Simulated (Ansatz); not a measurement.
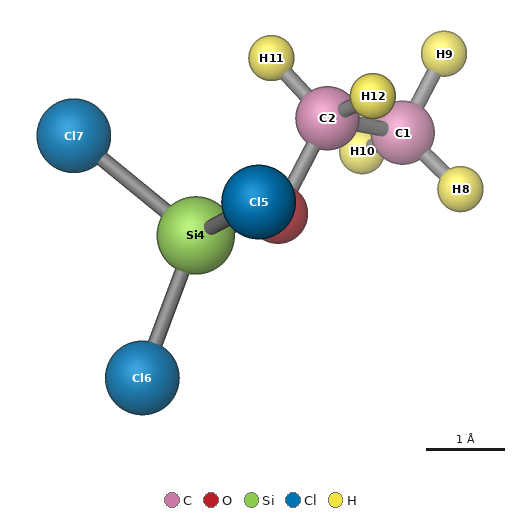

**Figure 1.** The input geometry (ball-and-stick view, seen at a tilt; atoms are numbered from 1 in the order of the input). Bond lengths as drawn: Cl–Si 1.97 to 2.06 Å, C–C 1.52 Å, C–H 1.06 to 1.17 Å, C–O 1.41 Å and O–Si 1.60 Å.

# C2H5Cl3OSi: geometry relaxation

C2H5Cl3OSi, SMILES CCO[Si](Cl)(Cl)Cl, computed with RKS PBE-D4/def2-SVP (Ansatz 0.2.0).

The geometry: force-field start. Figures and captions count atoms from 1; the log counts them from 0 in places.

Log:
```
Functional definition: PBE
  name "PBE"
  cite "Perdew, Burke & Ernzerhof, Phys. Rev. Lett. 77, 3865 (1996) doi:10.1103/PhysRevLett.77.3865"
  parent pbe
  parameter kappa = 0.804
  parameter beta = 0.06672455060314922
  exchange = pbe_x(kappa = kappa, mu = beta*pi^2/3)
  correlation = pbe_c(beta = beta)
1530 factors; their error is unknown
mean field evaluation 1: about -49602.2011 eV, gradient 6.3e1 eV
mean field evaluation 2: about -49571.5129 eV, gradient 1.4e2 eV
mean field evaluation 4: about -49611.1051 eV, gradient 9.3e0 eV
mean field evaluation 8: about -49611.2733 eV, gradient 2.1e-1 eV
mean field evaluation 16: about -49611.1767 eV, gradient 2.1e-4 eV
mean field -49611.17670735 eV, -1823.1771163316 hartree, gradient 2.6e-5 eV, S^2 0.000000; 0 other end points of the search recorded, 0 dependent functions left out
the calculation of the forces begins
reference -49611.17674302 eV, -1823.1771176426 hartree; 45, 45 occupied and 94, 94 virtual orbitals, 1530 factors
relax step   1: F+E_penalty+E_count = -49611.57997347 eV  Δ(F+E_penalty+E_count) = +0.000e0 eV  max|allowed force component| = 2.795e0 eV/Å  Δτ_max = 0.0000 Å  (29 SCF iters, accepted)
these checks for a lower state are left out or cut short: starts, cluster_reference, orbital_swaps, neighbouring_geometries, increment
1530 factors; their error is unknown
mean field -49611.46220011 eV, -1823.1876079973 hartree, gradient 1.7e-5 eV, S^2 0.000000; 0 other end points of the search recorded, 0 dependent functions left out
the calculation of the forces begins
reference -49611.46223620 eV, -1823.1876093235 hartree; 45, 45 occupied and 94, 94 virtual orbitals, 1530 factors
relax step   2: F+E_penalty+E_count = -49611.85993882 eV  Δ(F+E_penalty+E_count) = -2.800e-1 eV  max|allowed force component| = 7.509e-1 eV/Å  Δτ_max = 0.0681 Å  (30 SCF iters, accepted)
these checks for a lower state are left out or cut short: starts, cluster_reference, orbital_swaps, neighbouring_geometries, increment
1530 factors; their error is unknown
mean field evaluation 32: about -49611.4930 eV, gradient 1.1e-5 eV
mean field -49611.49304825 eV, -1823.1887416453 hartree, gradient 1.1e-5 eV, S^2 0.000000; 0 other end points of the search recorded, 0 dependent functions left out
the calculation of the forces begins
reference -49611.49308427 eV, -1823.1887429693 hartree; 45, 45 occupied and 94, 94 virtual orbitals, 1530 factors
relax step   3: F+E_penalty+E_count = -49611.89065189 eV  Δ(F+E_penalty+E_count) = -3.071e-2 eV  max|allowed force component| = 3.316e-1 eV/Å  Δτ_max = 0.0488 Å  (31 SCF iters, accepted)
these checks for a lower state are left out or cut short: starts, cluster_reference, orbital_swaps, neighbouring_geometries, increment
1530 factors; their error is unknown
mean field -49611.49872356 eV, -1823.1889502090 hartree, gradient 9.4e-6 eV, S^2 0.000000; 0 other end points of the search recorded, 0 dependent functions left out
the calculation of the forces begins
reference -49611.49875971 eV, -1823.1889515378 hartree; 45, 45 occupied and 94, 94 virtual orbitals, 1530 factors
relax step   4: F+E_penalty+E_count = -49611.89559964 eV  Δ(F+E_penalty+E_count) = -4.948e-3 eV  max|allowed force component| = 8.752e-2 eV/Å  Δτ_max = 0.0455 Å  (30 SCF iters, accepted)
these checks for a lower state are left out or cut short: starts, cluster_reference, orbital_swaps, neighbouring_geometries, increment
1530 factors; their error is unknown
mean field -49611.49938009 eV, -1823.1889743362 hartree, gradient 9.8e-6 eV, S^2 0.000000; 0 other end points of the search recorded, 0 dependent functions left out
the calculation of the forces begins
reference -49611.49941620 eV, -1823.1889756633 hartree; 45, 45 occupied and 94, 94 virtual orbitals, 1530 factors
relax step   5: F+E_penalty+E_count = -49611.89658479 eV  Δ(F+E_penalty+E_count) = -9.852e-4 eV  max|allowed force component| = 1.751e-2 eV/Å  Δτ_max = 0.0149 Å  (31 SCF iters, accepted)
1530 factors; their error is unknown
mean field evaluation 64: about -49611.4994 eV, gradient 1.7e-3 eV
```

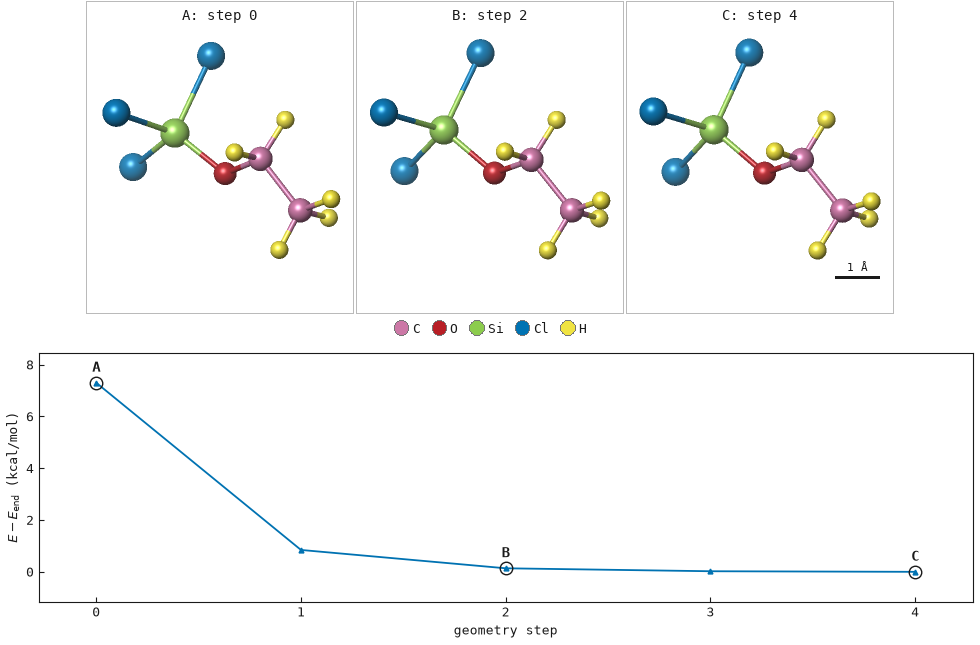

**Figure 2.** Frames of the relaxation (ball-and-stick view, seen at a tilt) above the curves, on which the letters mark them (the first geometry is step 0 here and step 1 in the log).

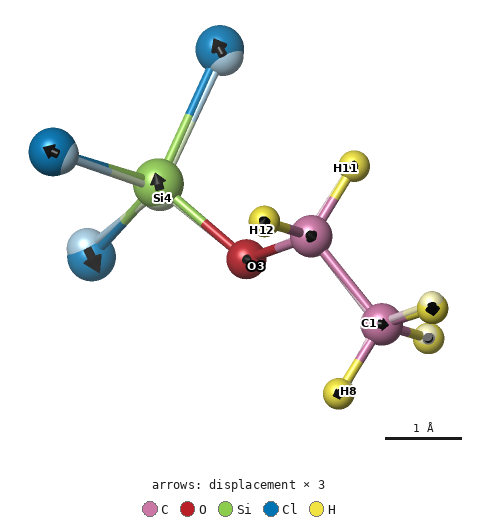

**Figure 3.** Start (faint) and end (solid) with the displacements as black arrows, magnified 3 times (ball-and-stick view, seen at a tilt). The two geometries are laid on each other by the best rigid fit. Cl6 moves most after the best rigid fit: 0.13 Å. By element the largest moves are Cl 0.13 Å, Si 0.08 Å, H 0.06 Å, C 0.05 Å, O 0.03 Å. Among the contacts that change: Si4–Cl6 1.973 → 2.046 Å, C1–H9 1.175 → 1.108 Å, C1–H8 1.056 → 1.108 Å, O3–Si4 1.600 → 1.646 Å. Among the angles that change: O3–Si4–Cl6 113.8° → 106.9°, C2–C1–H8 115.8° → 110.7°, C1–C2–H12 107.2° → 111.0°. The energy falls by 7.30 kcal/mol in 4 geometry steps. Largest force component: 2.8 eV/Å at the start, 0.018 eV/Å at the end. (Atoms are counted from 1 in the order of the input.)

```
mean field -49611.49938009 eV, -1823.1889743362 hartree, gradient 1.3e-5 eV, S^2 0.000000; 1 other end points of the search recorded, 0 dependent functions left out
the calculation of the forces begins
reference -49611.49941620 eV, -1823.1889756633 hartree; 45, 45 occupied and 94, 94 virtual orbitals, 1530 factors
Total energy: -49611.89662090 eV, -1823.2035726668 hartree
Atom 0 at     0.609712     1.670669     0.881242 Å, force    -0.006675    -0.000273     0.001138 eV/Å
Atom 1 at    -0.310234     0.566026     0.400164 Å, force     0.013879    -0.013972    -0.009803 eV/Å
Atom 2 at     0.467639    -0.404990    -0.320876 Å, force    -0.011120     0.017508     0.012023 eV/Å
Atom 3 at    -0.141632    -1.768533    -1.013741 Å, force     0.005706    -0.009575    -0.006394 eV/Å
Atom 4 at    -1.032606    -2.974725     0.402599 Å, force    -0.001880    -0.001869     0.001917 eV/Å
Atom 5 at     1.430502    -2.747790    -1.882661 Å, force     0.001692    -0.004383    -0.002818 eV/Å
Atom 6 at    -1.557448    -1.297950    -2.438059 Å, force    -0.002447     0.001201    -0.001081 eV/Å
Atom 7 at     1.394104     1.263722     1.549742 Å, force     0.000067     0.004104    -0.003677 eV/Å
Atom 8 at     0.031446     2.432292     1.441747 Å, force     0.003212     0.002019     0.000760 eV/Å
Atom 9 at     1.106279     2.167821     0.024518 Å, force     0.002517    -0.001196     0.004420 eV/Å
Atom 10 at    -1.103802     0.970612    -0.267728 Å, force    -0.003134     0.004484     0.000077 eV/Å
Atom 11 at    -0.817161     0.067846     1.257153 Å, force    -0.001817     0.001952     0.003439 eV/Å
Dipole moment:    -0.084641     0.338377     0.216142 e Å
```

Trajectory as extended XYZ (Å, eV, eV/Å), 5 frames, from step=1 to step=5:
```
12
Properties=species:S:1:pos:R:3:forces:R:3 step=1 energy=-49611.57997
C     0.6110    1.6205    0.8813   -2.7948   2.1368  -0.0394
C    -0.3158    0.5276    0.3647    1.1246   0.8586   1.0194
O     0.4851   -0.3920   -0.3393    1.0210   0.4380   0.1483
Si   -0.0663   -1.7399   -1.0022   -1.9598  -0.6987  -0.0433
Cl   -1.0138   -2.9012    0.4155    0.0109  -0.0843   0.1693
Cl    1.3260   -2.8136   -1.8974    1.3380  -0.7061  -0.6235
Cl   -1.5030   -1.2420   -2.3863   -0.2237   0.0871  -0.2668
H     1.3815    1.3009    1.5296    1.2086  -0.8932   1.1674
H    -0.0292    2.4229    1.4528    0.9152  -1.1806  -0.7227
H     1.0719    2.1624    0.0585    0.3257   0.2731  -0.6135
H    -1.0888    0.9412   -0.2816   -0.5454   0.2399  -0.4375
H    -0.7818    0.0582    1.2385   -0.4203  -0.4705   0.2422
12
Properties=species:S:1:pos:R:3:forces:R:3 step=2 energy=-49611.85994
C     0.6040    1.6620    0.8843   -0.7212   0.5540   0.0384
C    -0.2914    0.5384    0.3859    0.1156   0.4147   0.3407
O     0.4793   -0.4176   -0.3363    0.5859   0.4617   0.1601
Si   -0.1257   -1.7575   -1.0194   -0.5170  -0.7509  -0.3181
Cl   -1.0140   -2.9331    0.4375    0.0006   0.0469  -0.1351
Cl    1.3904   -2.8133   -1.8995    0.0065   0.0875   0.0051
Cl   -1.5517   -1.2396   -2.4338    0.1144  -0.1054   0.1194
H     1.3796    1.2998    1.5642    0.3376  -0.2281   0.2738
H    -0.0127    2.4277    1.4387    0.2798  -0.4483  -0.2702
H     1.0891    2.1869    0.0432    0.0975   0.0113  -0.1372
H    -1.0779    0.9490   -0.2727   -0.2156   0.0556  -0.1523
H    -0.7923    0.0422    1.2420   -0.0841  -0.0989   0.0752
12
Properties=species:S:1:pos:R:3:forces:R:3 step=3 energy=-49611.89065
C     0.6074    1.6603    0.8781   -0.2314   0.3316   0.1011
C    -0.3097    0.5580    0.3974    0.0632   0.0463   0.0578
O     0.4683   -0.4075   -0.3256    0.0616   0.0283   0.0056
Si   -0.1349   -1.7702   -1.0194   -0.0909  -0.0297   0.0089
Cl   -1.0167   -2.9568    0.4216   -0.0283  -0.0150  -0.0593
Cl    1.4198   -2.7754   -1.8907   -0.0053   0.0343   0.0055
Cl   -1.5464   -1.2686   -2.4410    0.0098  -0.0677   0.0276
H     1.3886    1.2700    1.5507    0.1267  -0.0921   0.0912
H     0.0160    2.4227    1.4367    0.1109  -0.1222  -0.0783
H     1.0978    2.1678    0.0270    0.0512   0.0073  -0.0663
H    -1.1009    0.9759   -0.2627   -0.0481  -0.0543  -0.0515
H    -0.8125    0.0688    1.2619   -0.0195  -0.0669  -0.0423
12
Properties=species:S:1:pos:R:3:forces:R:3 step=4 energy=-49611.89560
C     0.6098    1.6746    0.8832    0.0490  -0.0156  -0.0031
C    -0.3032    0.5660    0.4000   -0.0875  -0.0083   0.0036
O     0.4722   -0.4042   -0.3221    0.0152  -0.0364  -0.0195
Si   -0.1397   -1.7690   -1.0128   -0.0183  -0.0260  -0.0325
Cl   -1.0451   -2.9762    0.3946    0.0374   0.0120   0.0221
Cl    1.4275   -2.7524   -1.8886   -0.0064   0.0125   0.0250
Cl   -1.5619   -1.3110   -2.4357    0.0142   0.0353  -0.0062
H     1.3940    1.2731    1.5560   -0.0050   0.0060  -0.0171
H     0.0264    2.4329    1.4413   -0.0176   0.0144   0.0129
H     1.1068    2.1762    0.0290    0.0006  -0.0128   0.0067
H    -1.0992    0.9694   -0.2667    0.0093   0.0021   0.0065
H    -0.8109    0.0654    1.2558    0.0091   0.0168   0.0017
12
Properties=species:S:1:pos:R:3:forces:R:3 step=5 energy=-49611.89659
C     0.6097    1.6707    0.8812   -0.0067  -0.0003   0.0011
C    -0.3102    0.5660    0.4002    0.0139  -0.0140  -0.0098
O     0.4676   -0.4050   -0.3209   -0.0111   0.0175   0.0120
Si   -0.1416   -1.7685   -1.0137    0.0057  -0.0096  -0.0064
Cl   -1.0326   -2.9747    0.4026   -0.0019  -0.0019   0.0019
Cl    1.4305   -2.7478   -1.8827    0.0017  -0.0044  -0.0028
Cl   -1.5574   -1.2979   -2.4381   -0.0024   0.0012  -0.0011
H     1.3941    1.2637    1.5497    0.0001   0.0041  -0.0037
H     0.0314    2.4323    1.4417    0.0032   0.0020   0.0008
H     1.1063    2.1678    0.0245    0.0025  -0.0012   0.0044
H    -1.1038    0.9706   -0.2677   -0.0031   0.0045   0.0001
H    -0.8172    0.0678    1.2572   -0.0018   0.0020   0.0034
```

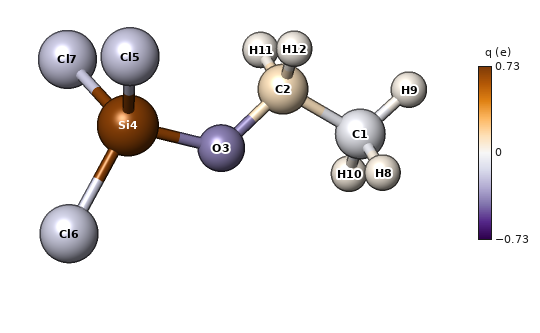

**Figure 4.** Mulliken charges, as the colour of each atom (ball-and-stick view, seen at a tilt; atoms are numbered from 1 in the order of the input; Mulliken charges depend strongly on the basis). By element: C −0.06 to +0.13, O −0.40, Si +0.70, Cl −0.20 to −0.17 and H +0.03 to +0.05 e.

This output came from the following input.

The input:
```yaml
crystal:
  periodic: [false, false, false]
  atoms:
    - {symbol: C, position_ang: [0.611000, 1.620500, 0.881300]}
    - {symbol: C, position_ang: [-0.315800, 0.527600, 0.364700]}
    - {symbol: O, position_ang: [0.485100, -0.392000, -0.339300]}
    - {symbol: Si, position_ang: [-0.066300, -1.739900, -1.002200]}
    - {symbol: Cl, position_ang: [-1.013800, -2.901200, 0.415500]}
    - {symbol: Cl, position_ang: [1.326000, -2.813600, -1.897400]}
    - {symbol: Cl, position_ang: [-1.503000, -1.242000, -2.386300]}
    - {symbol: H, position_ang: [1.381500, 1.300900, 1.529600]}
    - {symbol: H, position_ang: [-0.029200, 2.422900, 1.452800]}
    - {symbol: H, position_ang: [1.071900, 2.162400, 0.058500]}
    - {symbol: H, position_ang: [-1.088800, 0.941200, -0.281600]}
    - {symbol: H, position_ang: [-0.781800, 0.058200, 1.238500]}
basis:
  gaussian: {orbitals: def2-SVP}
hamiltonian: {xc: pbe, dispersion: d4}
relax: {f_tol: 0.03, max_steps: 200}
```

Run as:
```bash
ansatz run in.yaml --threads 4 --pin off --events-out ev --progress --plain --max-ram 11315MiB
```

Results in brief:

- outcome: converged
- total energy: −49611.8966 eV
- mean-field energy: −49611.4994 eV
- dispersion energy: −0.3972 eV
- SCF solution under orbital rotations: stable
- largest force (length of the vector) at the end: 0.024 eV/Å
- dipole moment: 1.97 D
- hardware: 4 threads of Arm Neoverse V1, 23 GiB of memory available, shared host
- wall time: 13 s (CPU time 47 s)
- peak memory: 0.21 GiB
